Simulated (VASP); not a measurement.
Band structure of CsPbCl$_{3}$ (cubic perovskite). Computed with AM05 GGA, VASP's PBE PAW potentials (set 64) (plane waves; VASP).

Unless said otherwise, spin-orbit coupling is left out, though it shifts the bands of the heavy elements here.

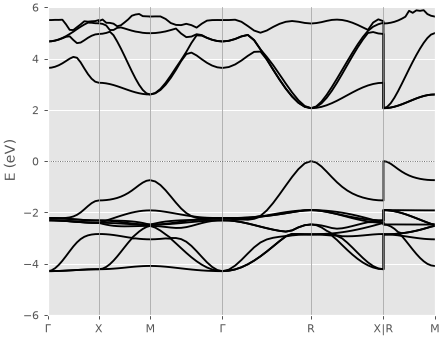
Bands along high-symmetry lines, zero at the valence-band maximum or, without a gap, the Fermi level

### Question
Read the plot: is there a gap, and where are the band edges?

### Answer
The gap is direct, 2.06 eV, from the valence maximum at R to the conduction minimum at R. (Edges off the drawn lines would not show.)

The compound is CsPbCl3 in the cubic perovskite structure, the ideal cubic form; the compound distorts at low or room temperature. It was relaxed first.
